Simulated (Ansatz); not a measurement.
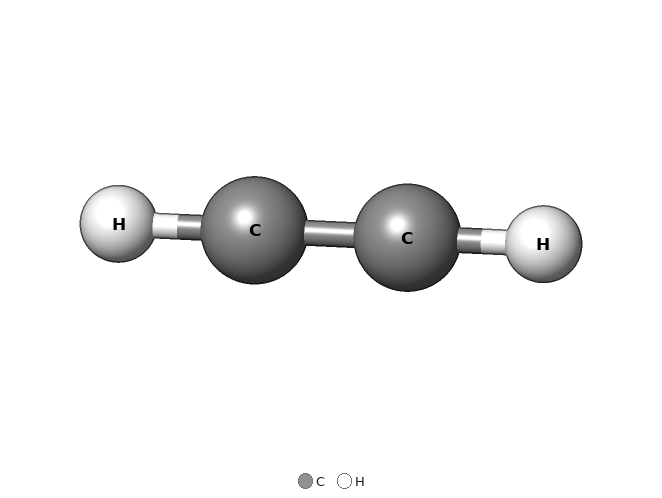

Computed geometry: PBE0-D4/def2-TZVP optimisation. No frequency run is at hand to confirm it as a minimum. Level of theory: RKS PBE0-D4/def2-TZVPPD (Ansatz 0.2.0).

**Estimate the HOMO energy (Kohn–Sham orbital).**

−8.44 eV.

**Estimate the HOMO–LUMO gap.**

9.17 eV.
